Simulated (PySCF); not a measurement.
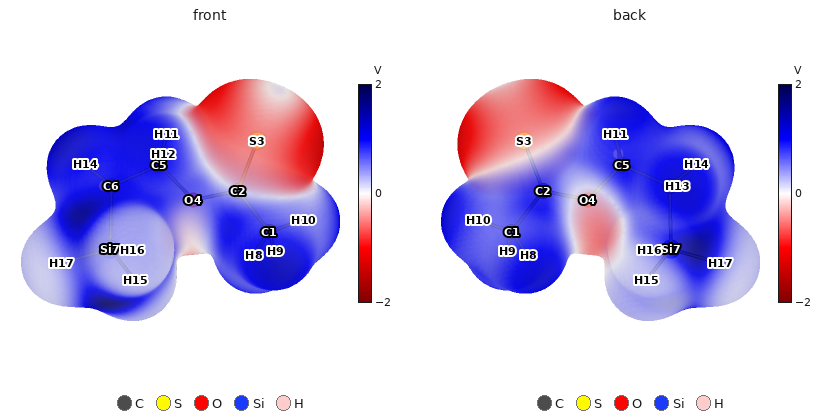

The picture shows: C₄H₁₀OSSi (SMILES CC(=S)OCC[SiH3]). The electrostatic potential painted on the density surface at 0.004 e/bohr³, seen from the front and from behind; red is negative and blue positive.

Geometry: GFN2-xTB.

Computed with PySCF, PBE0/pcSseg-1, SCF density, gas phase, non-relativistic.

```xyz
17

C    -2.5915    0.5755   -0.8049
C    -1.7366    0.3914    0.4068
S    -2.2841    0.6353    1.9234
O    -0.4978    0.0343    0.1177
C     0.4424   -0.1152    1.1757
C     1.7853   -0.4171    0.5432
Si    2.0181    0.6596   -1.0152
H    -2.2111   -0.0244   -1.6280
H    -2.5675    1.6242   -1.1018
H    -3.6209    0.3106   -0.5809
H     0.0963   -0.9065    1.8527
H     0.4749    0.8204    1.7474
H     1.8339   -1.4715    0.2726
H     2.5681   -0.2388    1.2779
H     1.2382    0.1176   -2.1261
H     1.6027    2.0303   -0.7137
H     3.4425    0.6358   -1.3569
```

### Describe the electrostatic potential map.

The most negative region (about −1.3 V) lies over S3, the most positive (about +1.7 V) over Si7.
